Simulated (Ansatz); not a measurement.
# A computed series for MgTe: response to strain

The reference is MgTe in the zinc blende structure (space group F-43m, No. 216; a = 6.509 Å).

Strains are applied to the cell and any free atomic positions relax.

Calculations: PBE (Ansatz, a first-principles code), spin-orbit coupling left out.

Notes on the quantities. energy relative to the base: free energy F.

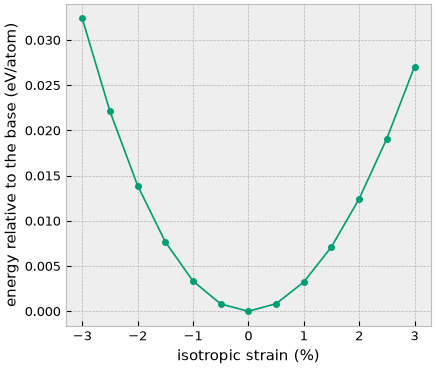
Energy relative to the base against isotropic strain

**Question.** From the plot, what is the energy relative to the base for isotropic strain +3.00 %?

**Answer.** About 0.027 eV/atom.

**Question.** Is the trend monotonic over the range shown?

**Answer.** No, it turns within the range, spanning 0 meV/atom to +32 meV/atom.

No phonon test of stability was made.
